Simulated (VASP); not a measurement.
Consider the following.

```yaml
crystal:
  lattice:
    - [1.37844, -2.38753, 0.00000]
    - [1.37844, 2.38753, 0.00000]
    - [0.00000, 0.00000, 4.41695]
  atoms:
    - { symbol: Tc, position: [0.33333, 0.66667, 0.25000] }
    - { symbol: Tc, position: [0.66667, 0.33333, 0.75000] }
```

These are revPBE GGA, VASP's PBE PAW potentials (set 64) (plane waves; VASP) values and carry that method's errors. Settings: 520 eV cut-off, 17×17×9 Γ-centred mesh, tetrahedra with Blöchl corrections, potentials Tc_pv.

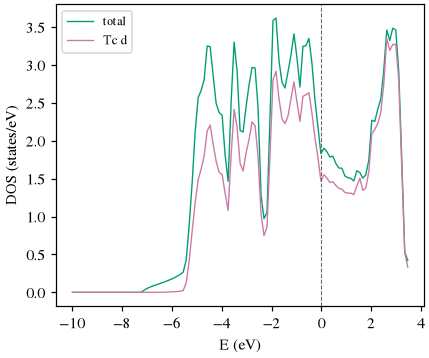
Total and projected density of states, zero at the Fermi level

Within 2 eV below the Fermi level the largest weight inside VASP's projection spheres is Tc d.

It has no gap at this level: it comes out as a metal or semimetal.

The compound is Tc in the hcp structure. It was relaxed first.
